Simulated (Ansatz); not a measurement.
## Molecular dynamics of TiN₂H₆O₂ (part 2 of 2)

Continued. System: TiN₂H₆O₂, SMILES [NH2][Ti]([NH2])([OH])[OH]. Method: RKS BLYP-d3bj/def2-SVP (Ansatz 0.2.0). The geometry comes from this level: PBE0-D4/def2-TZVP.

Geometry of the input (Å):
```
N  -1.2688  1.1218  0.1792
Ti 0.2316  0.0254  -0.1512
N  0.2188  -1.3536  1.1346
O  1.6997  1.0747  -0.0361
O  0.0889  -0.7709  -1.7671
H  -1.2924  2.1096  -0.0320
H  -2.0657  0.8627  0.7409
H  0.6269  -1.2930  2.0567
H  -0.0301  -2.3095  0.9237
H  2.4625  1.1564  -0.6087
H  -0.6061  -0.6806  -2.4195
```

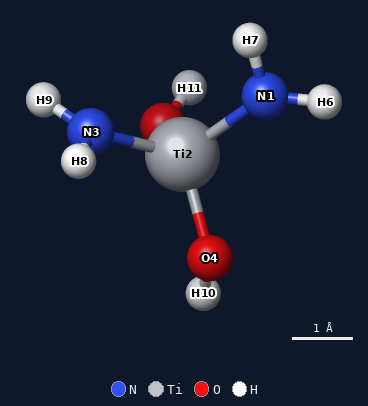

Fig. 1: The geometry at step 13 of the log (ball-and-stick view, seen at an oblique angle; atoms are numbered from 1 in the order of the input).

Trajectory as extended XYZ, continued
```
11
Properties=species:S:1:pos:R:3:forces:R:3 step=6 time_fs=3.0 energy=-30282.95080 temperature=456.1
N    -1.2630    1.1324    0.2100    0.1174   1.8475  -0.7206
Ti    0.2294    0.0220   -0.1659    0.0144   0.3201   0.3454
N     0.2167   -1.3417    1.1480   -0.0159   0.2694  -0.0878
O     1.7039    1.0765   -0.0166   -0.5497   0.0745   0.5808
O     0.0975   -0.7808   -1.7765   -0.7691  -0.1037  -1.1290
H    -1.3947    2.1797    0.0115    0.3047  -1.6674   0.2913
H    -2.0746    0.7860    0.6994   -0.6296  -0.1947   0.4293
H     0.6292   -1.2220    2.0801   -0.0462  -0.2466  -0.0025
H    -0.0152   -2.3086    0.9184    0.0342  -0.2646   0.2134
H     2.4163    1.0814   -0.6538    0.7958   0.0461  -0.6530
H    -0.6142   -0.6937   -2.4696    0.7440  -0.0806   0.7327
11
Properties=species:S:1:pos:R:3:forces:R:3 step=7 time_fs=3.5 energy=-30282.95933 temperature=463.2
N    -1.2616    1.1352    0.2146   -0.3512   1.6075  -0.4517
Ti    0.2290    0.0215   -0.1683   -0.0030   0.3488   0.4035
N     0.2163   -1.3394    1.1501    0.0057   0.0734   0.0054
O     1.7039    1.0769   -0.0128    0.1216   0.0704  -0.0393
O     0.0987   -0.7825   -1.7785   -0.7875  -0.0979  -1.1500
H    -1.4100    2.1808    0.0207    0.3397  -1.6540   0.2785
H    -2.0848    0.7704    0.6984   -0.1682   0.0005   0.1550
H     0.6305   -1.2115    2.0867   -0.1442  -0.3055  -0.2131
H    -0.0133   -2.3134    0.9181    0.1098  -0.0007   0.3060
H     2.4210    1.0696   -0.6715    0.1157   0.0409  -0.0457
H    -0.6116   -0.6962   -2.4741    0.7615  -0.0836   0.7514
11
Properties=species:S:1:pos:R:3:forces:R:3 step=8 time_fs=4.0 energy=-30282.95115 temperature=456.3
N    -1.2604    1.1382    0.2191   -0.7905   1.2361  -0.1791
Ti    0.2286    0.0210   -0.1707   -0.0210   0.3741   0.4590
N     0.2159   -1.3371    1.1522    0.0214  -0.1112   0.0771
O     1.7040    1.0772   -0.0089    0.7121   0.0453  -0.6172
O     0.0998   -0.7842   -1.7807   -0.7257  -0.0980  -1.0860
H    -1.4245    2.1778    0.0305    0.3562  -1.5156   0.2422
H    -2.0955    0.7547    0.6978    0.2864   0.2024  -0.1013
H     0.6314   -1.2017    2.0927   -0.2270  -0.3571  -0.3925
H    -0.0112   -2.3182    0.9186    0.1765   0.2458   0.3882
H     2.4260    1.0580   -0.6892   -0.4867   0.0557   0.5199
H    -0.6072   -0.6990   -2.4767    0.6982  -0.0776   0.6897
11
Properties=species:S:1:pos:R:3:forces:R:3 step=9 time_fs=4.5 energy=-30282.92881 temperature=437.5
N    -1.2593    1.1415    0.2236   -1.1487   0.7565   0.0701
Ti    0.2283    0.0205   -0.1731   -0.0395   0.3981   0.5131
N     0.2155   -1.3349    1.1544    0.0301  -0.2656   0.1188
O     1.7041    1.0775   -0.0051    1.1676   0.0035  -1.0973
O     0.1007   -0.7860   -1.7831   -0.5872  -0.1032  -0.9390
H    -1.4381    2.1713    0.0409    0.3497  -1.2539   0.1837
H    -2.1054    0.7395    0.6968    0.6869   0.3878  -0.3139
H     0.6318   -1.1927    2.0978   -0.2884  -0.3975  -0.5265
H    -0.0086   -2.3224    0.9200    0.2293   0.4527   0.4536
H     2.4298    1.0465   -0.7058   -0.9575   0.0848   0.9873
H    -0.6011   -0.7020   -2.4777    0.5579  -0.0633   0.5501
11
Properties=species:S:1:pos:R:3:forces:R:3 step=10 time_fs=5.0 energy=-30282.89953 temperature=412.8
N    -1.2584    1.1449    0.2281   -1.3947   0.1886   0.2821
Ti    0.2279    0.0200   -0.1754   -0.0581   0.4225   0.5665
N     0.2151   -1.3326    1.1565    0.0308  -0.3773   0.1253
O     1.7045    1.0779   -0.0015    1.4728  -0.0496  -1.4577
O     0.1016   -0.7877   -1.7856   -0.3806  -0.1126  -0.7166
H    -1.4509    2.1617    0.0517    0.3164  -0.8736   0.1054
H    -2.1137    0.7252    0.6952    1.0056   0.5407  -0.4705
H     0.6316   -1.1847    2.1017   -0.3247  -0.4235  -0.6059
H    -0.0055   -2.3255    0.9225    0.2648   0.6044   0.4980
H     2.4314    1.0352   -0.7199   -1.2817   0.1220   1.3333
H    -0.5937   -0.7051   -2.4775    0.3495  -0.0417   0.3402
11
Properties=species:S:1:pos:R:3:forces:R:3 step=11 time_fs=5.5 energy=-30282.87084 temperature=388.4
N    -1.2577    1.1483    0.2326   -1.5147  -0.4445   0.4502
Ti    0.2275    0.0196   -0.1777   -0.0765   0.4489   0.6201
N     0.2147   -1.3305    1.1586    0.0230  -0.4390   0.0941
O     1.7051    1.0782    0.0019    1.6325  -0.1087  -1.6951
O     0.1024   -0.7895   -1.7882   -0.1219  -0.1246  -0.4346
H    -1.4629    2.1501    0.0628    0.2545  -0.3889   0.0110
H    -2.1196    0.7122    0.6924    1.2299   0.6515  -0.5680
H     0.6305   -1.1777    2.1041   -0.3340  -0.4329  -0.6261
H    -0.0018   -2.3271    0.9262    0.2818   0.6916   0.5191
H     2.4298    1.0242   -0.7309   -1.4637   0.1613   1.5537
H    -0.5855   -0.7083   -2.4763    0.0892  -0.0147   0.0757
11
Properties=species:S:1:pos:R:3:forces:R:3 step=12 time_fs=6.0 energy=-30282.84844 temperature=369.3
N    -1.2572    1.1516    0.2372   -1.5083  -1.1061   0.5702
Ti    0.2272    0.0192   -0.1800   -0.0943   0.4786   0.6743
N     0.2143   -1.3284    1.1608    0.0064  -0.4474   0.0252
O     1.7059    1.0785    0.0050    1.6575  -0.1692  -1.8119
O     0.1032   -0.7913   -1.7909    0.1630  -0.1369  -0.1196
H    -1.4743    2.1375    0.0739    0.1664   0.1690  -0.0933
H    -2.1225    0.7008    0.6883    1.3554   0.7145  -0.6079
H     0.6286   -1.1717    2.1050   -0.3161  -0.4246  -0.5864
H     0.0026   -2.3272    0.9311    0.2799   0.7094   0.5162
H     2.4248    1.0136   -0.7381   -1.5135   0.1979   1.6506
H    -0.5770   -0.7115   -2.4751   -0.1965   0.0148  -0.2174
11
Properties=species:S:1:pos:R:3:forces:R:3 step=13 time_fs=6.5 energy=-30282.83602 temperature=358.8
N    -1.2571    1.1548    0.2419   -1.3856  -1.7382   0.6363
Ti    0.2268    0.0188   -0.1823   -0.1112   0.5120   0.7293
N     0.2140   -1.3264    1.1630   -0.0187  -0.4021  -0.0791
O     1.7069    1.0788    0.0078    1.5565  -0.2260  -1.8091
O     0.1040   -0.7931   -1.7936    0.4380  -0.1462   0.1905
H    -1.4853    2.1253    0.0848    0.0617   0.7458  -0.1976
H    -2.1222    0.6910    0.6827    1.3815   0.7262  -0.5935
H     0.6260   -1.1667    2.1045   -0.2723  -0.3982  -0.4890
H     0.0077   -2.3255    0.9373    0.2602   0.6565   0.4899
H     2.4162    1.0035   -0.7414   -1.4389   0.2272   1.6245
H    -0.5690   -0.7148   -2.4743   -0.4712   0.0428  -0.5023
11
Properties=species:S:1:pos:R:3:forces:R:3 step=14 time_fs=7.0 energy=-30282.83566 temperature=358.4
N    -1.2572    1.1576    0.2468   -1.1657  -2.2598   0.6399
Ti    0.2264    0.0184   -0.1845   -0.1270   0.5489   0.7850
N     0.2136   -1.3244    1.1651   -0.0514  -0.3056  -0.2137
O     1.7082    1.0791    0.0104    1.3341  -0.2734  -1.6828
O     0.1049   -0.7950   -1.7962    0.6607  -0.1485   0.4509
H    -1.4962    2.1149    0.0953   -0.0419   1.2645  -0.2893
H    -2.1186    0.6831    0.6757    1.3079   0.6836  -0.5281
H     0.6227   -1.1627    2.1029   -0.2058  -0.3544  -0.3403
H     0.0134   -2.3222    0.9446    0.2246   0.5358   0.4418
H     2.4041    0.9939   -0.7408   -1.2432   0.2443   1.4714
H    -0.5621   -0.7179   -2.4747   -0.6923   0.0646  -0.7349
11
Properties=species:S:1:pos:R:3:forces:R:3 step=15 time_fs=7.5 energy=-30282.84700 temperature=367.9
N    -1.2574    1.1601    0.2517   -0.8739  -2.5801   0.5717
Ti    0.2260    0.0180   -0.1867   -0.1416   0.5883   0.8408
N     0.2132   -1.3225    1.1673   -0.0896  -0.1636  -0.3704
O     1.7097    1.0793    0.0128    0.9920  -0.3049  -1.4253
O     0.1059   -0.7968   -1.7988    0.7914  -0.1403   0.6185
H    -1.5072    2.1076    0.1050   -0.1200   1.6376  -0.3551
H    -2.1119    0.6767    0.6674    1.1341   0.5841  -0.4152
H     0.6190   -1.1596    2.1004   -0.1213  -0.2953  -0.1509
H     0.0197   -2.3177    0.9530    0.1758   0.3542   0.3750
H     2.3890    0.9849   -0.7367   -0.9270   0.2437   1.1840
H    -0.5569   -0.7208   -2.4769   -0.8200   0.0763  -0.8732
11
Properties=species:S:1:pos:R:3:forces:R:3 step=16 time_fs=8.0 energy=-30282.86524 temperature=383.0
N    -1.2579    1.1621    0.2568   -0.5363  -2.6245   0.4262
Ti    0.2256    0.0177   -0.1888   -0.1547   0.6291   0.8957
N     0.2128   -1.3207    1.1693   -0.1302   0.0139  -0.5372
O     1.7114    1.0795    0.0149    0.5350  -0.3134  -1.0312
O     0.1070   -0.7987   -1.8013    0.8050  -0.1197   0.6649
H    -1.5184    2.1041    0.1139   -0.1487   1.7930  -0.3850
H    -2.1024    0.6718    0.6581    0.8613   0.4266  -0.2591
H     0.6149   -1.1571    2.0976   -0.0261  -0.2241   0.0633
H     0.0263   -2.3123    0.9623    0.1178   0.1244   0.2941
H     2.3717    0.9764   -0.7297   -0.4938   0.2195   0.7575
H    -0.5537   -0.7236   -2.4812   -0.8291   0.0753  -0.8893
11
Properties=species:S:1:pos:R:3:forces:R:3 step=17 time_fs=8.5 energy=-30282.88016 temperature=395.2
N    -1.2584    1.1637    0.2619   -0.1749  -2.3641   0.2076
Ti    0.2252    0.0174   -0.1909   -0.1665   0.6694   0.9484
N     0.2124   -1.3188    1.1713   -0.1689   0.2117  -0.6983
O     1.7131    1.0796    0.0168   -0.0197  -0.2934  -0.5086
O     0.1082   -0.8006   -1.8037    0.6997  -0.0872   0.5854
H    -1.5300    2.1050    0.1218   -0.1136   1.7002  -0.3756
H    -2.0909    0.6678    0.6482    0.4962   0.2136  -0.0670
H     0.6108   -1.1552    2.0949    0.0704  -0.1459   0.2812
H     0.0333   -2.3066    0.9723    0.0558  -0.1339   0.2053
H     2.3533    0.9685   -0.7210    0.0396   0.1676   0.2011
H    -0.5524   -0.7262   -2.4876   -0.7183   0.0619  -0.7796
11
Properties=species:S:1:pos:R:3:forces:R:3 step=18 time_fs=9.0 energy=-30282.87943 temperature=394.1
N    -1.2589    1.1648    0.2670    0.1930  -1.8319  -0.0671
Ti    0.2248    0.0172   -0.1929   -0.1767   0.7078   0.9975
N     0.2119   -1.3169    1.1731   -0.2007   0.4083  -0.8355
O     1.7148    1.0797    0.0187   -0.6293  -0.2444   0.1045
O     0.1096   -0.8025   -1.8060    0.4978  -0.0455   0.4010
H    -1.5419    2.1099    0.1289   -0.0162   1.3832  -0.3319
H    -2.0782    0.6644    0.6382    0.0578  -0.0448   0.1489
H     0.6069   -1.1537    2.0929    0.1575  -0.0666   0.4780
H     0.0404   -2.3012    0.9828   -0.0043  -0.3936   0.1157
H     2.3349    0.9610   -0.7117    0.6311   0.0887  -0.4460
H    -0.5529   -0.7286   -2.4959   -0.5099   0.0388  -0.5651
11
Properties=species:S:1:pos:R:3:forces:R:3 step=19 time_fs=9.5 energy=-30282.85610 temperature=374.3
N    -1.2595    1.1657    0.2721    0.5479  -1.1165  -0.3678
Ti    0.2244    0.0170   -0.1949   -0.1853   0.7426   1.0412
N     0.2114   -1.3149    1.1748   -0.2207   0.5775  -0.9304
O     1.7165    1.0797    0.0206   -1.2175  -0.1755   0.7255
O     0.1110   -0.8045   -1.8083    0.2373   0.0010   0.1504
H    -1.5538    2.1181    0.1352    0.1264   0.9101  -0.2647
H    -2.0654    0.6609    0.6285   -0.4173  -0.3272   0.3691
H     0.6033   -1.1523    2.0920    0.2241   0.0072   0.6279
H     0.0474   -2.2968    0.9935   -0.0562  -0.6226   0.0334
H     2.3180    0.9537   -0.7035    1.2039  -0.0069  -1.0998
H    -0.5546   -0.7310   -2.5055   -0.2425   0.0104  -0.2849
11
Properties=species:S:1:pos:R:3:forces:R:3 step=20 time_fs=10.0 energy=-30282.81529 temperature=340.1
N    -1.2599    1.1663    0.2772    0.8579  -0.3385  -0.6558
Ti    0.2239    0.0168   -0.1968   -0.1917   0.7728   1.0780
N     0.2109   -1.3129    1.1764   -0.2252   0.6920  -0.9675
O     1.7179    1.0798    0.0226   -1.6803  -0.1079   1.2302
O     0.1124   -0.8064   -1.8105   -0.0393   0.0478  -0.1220
H    -1.5654    2.1285    0.1408    0.2891   0.3667  -0.1868
H    -2.0536    0.6566    0.6197   -0.8715  -0.5981   0.5674
H     0.6002   -1.1508    2.0927    0.2612   0.0696   0.7094
H     0.0544   -2.2939    1.0044   -0.0943  -0.7879  -0.0349
H     2.3041    0.9464   -0.6980    1.6533  -0.0977  -1.6344
H    -0.5568   -0.7333   -2.5158    0.0409  -0.0188   0.0164
```

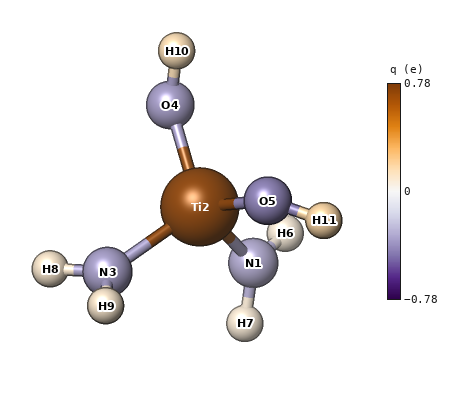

Fig. 2: Mulliken charges, as the colour of each atom (ball-and-stick view, seen at a tilt; atoms are numbered from 1 in the order of the input). By element: N −0.34, Ti +0.74, O −0.41 to −0.37 and H +0.09 to +0.18 e.
